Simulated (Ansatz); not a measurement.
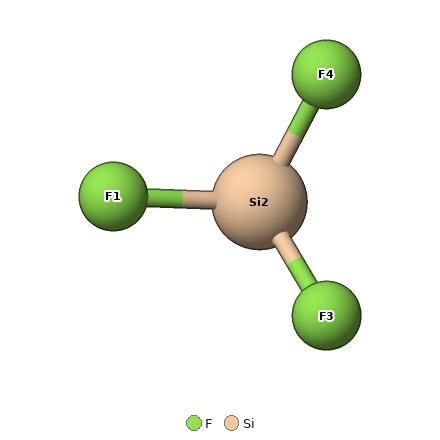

The system is F₃Si, SMILES F[Si](F)F, spin multiplicity 2; the picture shows the grid point nearest to the relaxed geometry. 
- Two internal coordinates are moved rigidly from the geometry relaxed at PBE0-D4/def2-TZVP, all others fixed.
- Coordinates scanned: (1) bond F1–Si2; (2) angle F3–Si2–F1.
- The scan uses a 5 × 5 grid.
- Points are written as (first, second).
- Energies: kJ/mol, counted from the lowest grid point.
- The calculation used UKS PBE-D4/def2-TZVPP (Ansatz 0.2.0).

Its coordinates:

```csv
atom,x (Å),y (Å),z (Å)
F,0.7849,-0.5070,1.1517
Si,-0.3064,0.2289,0.2142
F,-1.0173,-0.8771,-0.6642
F,0.4687,1.2020,-0.7618
```

Range: bond F1–Si2 from 1.423 to 1.897 Å; angle F3–Si2–F1 from 78 to 138°.

Q: What will the energy surface look like?

A: The lowest grid point is at (1.616 Å, 108°). No other kind of well shows on this grid. The highest grid point, (1.423 Å, 78°), lies 227 kJ/mol above the lowest. Round the minimum the two coordinates are weakly coupled (coupling 0.06 in units of the two stiffnesses).

| angle F3–Si2–F1 ↓, bond F1–Si2 → | 1.423 | 1.501 | 1.616 | 1.749 | 1.897 |
| --- | --- | --- | --- | --- | --- |
| 138 | 129 | 77 | 57 | 78 | 126 |
| 123 | 86 | 34 | 16 | 40 | 91 |
| 108 | 72 | 19 | 0 | 24 | 76 |
| 93 | 103 | 46 | 22 | 41 | 89 |
| 78 | 227 | 157 | 115 | 117 | 150 |

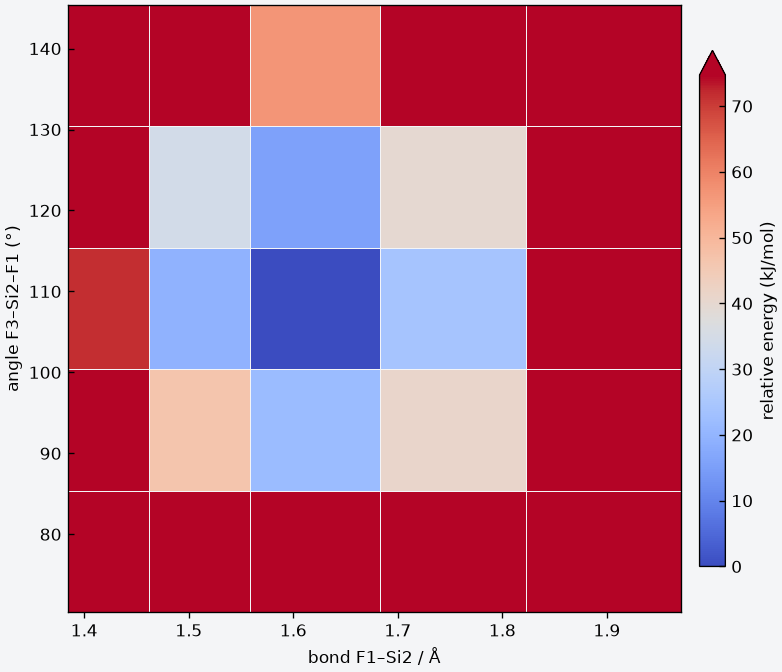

Drawn: one coloured cell a grid point, one colour for all values above the top of the scale.
